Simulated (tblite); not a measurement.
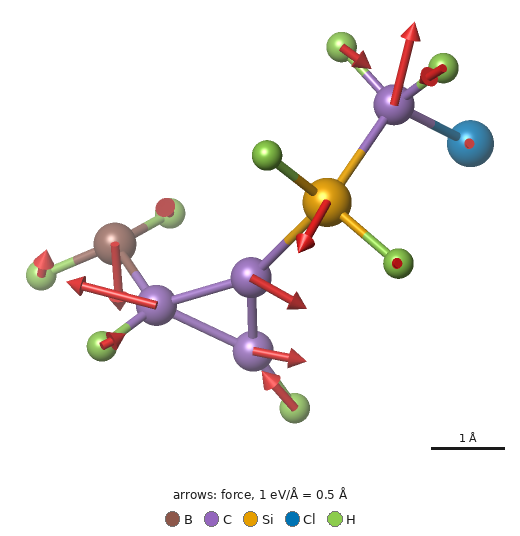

Starting geometry of C₄H₈BClSi with the computed forces as red arrows. The picture is a ball-and-stick view, seen from a free direction.

Theory: tblite, GFN2-xTB geometry optimisation, gas phase. 

Is this structure relaxed? If not, where do the atoms go?

Answer. It isn't relaxed: the largest force vector, on a C atom, is 2.64 eV/Å. The final displacements have little in common with the starting forces (cosine between the two patterns 0.11). The atom that moves furthest after the best rigid fit is an H atom (1.16 Å). By element the largest moves are H 1.16 Å, B 0.57 Å, Cl 0.56 Å, C 0.49 Å, Si 0.27 Å. Near-neighbour distances that change, for instance: C–C 1.493 → 1.567 Å, C–Si 1.843 → 1.914 Å, C–H 1.136 → 1.087 Å, C–H 1.110 → 1.061 Å. Bond angles that change, for instance: C–C–Si 143.9° → 157.6°, C–C–Si 152.7° → 138.9°, H–B–H 112.1° → 120.2°. Groups turn about C–Si by about 40°. Over 163 geometry steps the energy falls by 0.673 eV.
